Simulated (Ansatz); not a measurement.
# BH₆NO (SMILES [BH3-][NH2+]O): what the fields show

The calculation's input:

```
crystal:
  periodic: [false, false, false]
  atoms:
    - {symbol: B, position_ang: [0.564584, -1.305565, -0.252157]}
    - {symbol: "N", position_ang: [0.703798, -0.573231, 1.183543]}
    - {symbol: O, position_ang: [0.000965, 0.642322, 1.263361]}
    - {symbol: H, position_ang: [-0.613986, -1.549451, -0.394086]}
    - {symbol: H, position_ang: [1.043729, -0.546479, -1.066319]}
    - {symbol: H, position_ang: [1.245822, -2.303134, -0.060577]}
    - {symbol: H, position_ang: [1.696489, -0.397480, 1.358694]}
    - {symbol: H, position_ang: [0.352877, -1.210022, 1.903506]}
    - {symbol: H, position_ang: [0.148299, 0.997050, 2.155138]}
basis:
  gaussian: {orbitals: def2-TZVPD}
hamiltonian: {xc: pbe0}
output: {forces: true, orbitals: {seedname: orbitals}}
```

Run with:

```sh
ansatz run input.yaml --threads 1 --pin off --max-ram 2610MiB --events-out events.jsonl --progress --plain --runs-dir runs
```

Geometry: PBE0-D3(BJ)/pcseg-1.

Level of theory: Ansatz, isolated molecule in a Gaussian basis; Kohn-Sham density functional theory, functional PBE0.

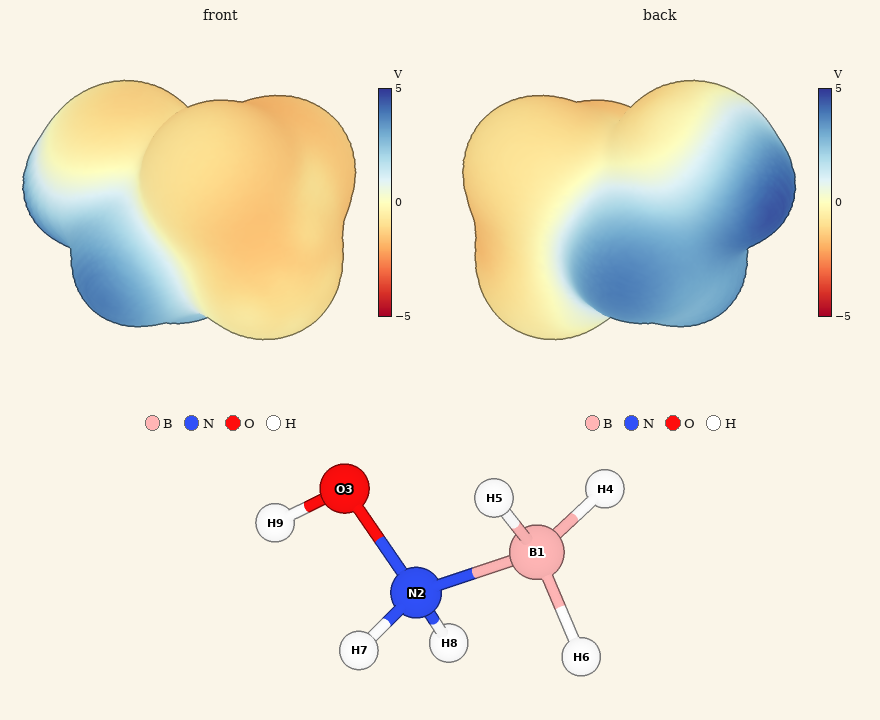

Figure 1. The electrostatic potential painted on the density surface at 0.004 e/bohr³, seen from the front and from behind; the colour scale runs from red (negative) to blue (positive). The bare structure is drawn below in the same view.

> Which sites attract a positive test charge, and which a negative one?

A positive charge is drawn to the negative regions and a negative charge to the positive ones. The most negative region (about −1.7 V) lies over H5, the most positive (about +4.4 V) over H9.

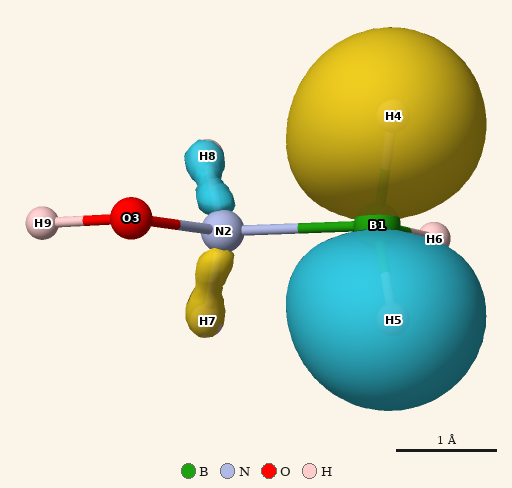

Figure 2. One frontier orbital at ±0.15 Å⁻³ᐟ² (yellow and cyan are the two phases), seen from one side.

> Which orbital is it: HOMO or LUMO?

The HOMO, at −7.93 eV. Its weight (Hirshfeld) is mainly on B1 (about 40 %), H4 (about 25 %) and H5 (about 25 %).

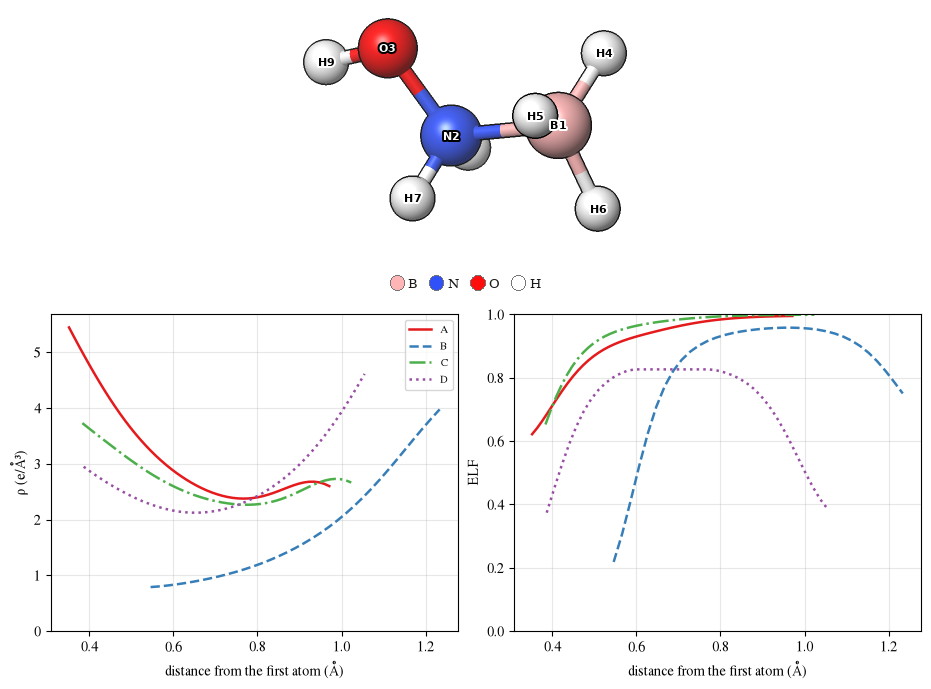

Figure 3. Total electron density and ELF along straight lines between neighbouring atoms. The curves leave out the atomic cores. The structure is drawn too.

> Which curve belongs to which contact (B–N, N–H, N–O and O–H)? The first atom named is at distance zero.

Curve A: O–H (0.97 Å): the density is about 3.8 e/Å³ at the midpoint; the ELF climbs to about 1 towards the hydrogen, as it does in any bond to H (a covalent bond by its length). Curve B: B–N (1.62 Å): ρ at the midpoint is about 1.2 e/Å³; the ELF peaks at about 0.95 between the atoms; a shared but strongly polarised pair. Curve C: N–H (1.02 Å): ρ at the midpoint is about 3 e/Å³; the ELF climbs to about 1 towards the hydrogen (an ordinary covalent bond to hydrogen). Curve D: N–O (1.41 Å): the density is about 2.2 e/Å³ at the midpoint; the ELF peaks at about 0.85 between the atoms; a shared electron pair.
